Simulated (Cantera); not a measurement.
Charge: 1 mol Si, a varied amount of Br₂, 14 mol H₂, at 952 °C and 10.0 mbar.

Cantera equilibrium calculation (NASA polynomials, part measured and part estimated; ideal gas, pure solids and liquids). Candidate condensed phases: Br₂, Si; 19 gas species. The tables' values for SiBr₃ are old estimates; treat these amounts as uncertain. Kinetics and transport are ignored.

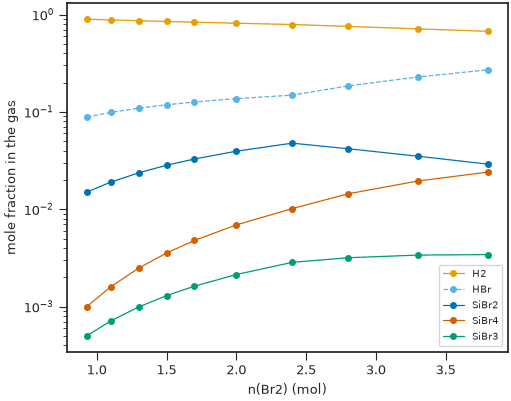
Equilibrium gas composition (values under 1e-9 drawn at 1e-9)

Q: Read off the mole fractions at 1.7 mol Br₂.

A: H₂ about 0.83, HBr about 0.13, SiBr₂ about 0.033, SiBr₄ about 0.0048, SiBr₃ about 0.0016.
